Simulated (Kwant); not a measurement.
System: Aharonov-Bohm ring in a Ge (holes) two-dimensional gas. Effective mass 0.06 mₑ, grid spacing 6.7 nm, hard walls, nominal width 80 nm (11 grid rows, so walls 80.4 nm apart), one parabolic valley, scattering region 560 nm long along x; energies count from the band bottom; Fermi energy 0.00676 eV. Ring of mean radius 160 nm, arms as wide as the leads. Perpendicular field swept from 0 to 0.21 T, none in the leads; orbital effect alone.

Constants are typed, rounded textbook-type inputs, not results; the design itself was drawn at random and stands for no fabricated device.

Computed with Kwant: effective-mass tight-binding model on a square grid, one spin, coherent transport at 0 K. Conductance is in e²/h.

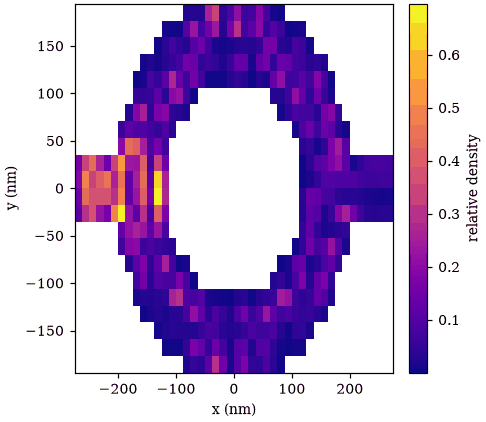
Density of the scattering states that come in from the left lead, at field = 0.15809 T, in bins, relative to the largest site value

The conductance there is 0.48 e²/h with 2 open channel(s) in the leads.
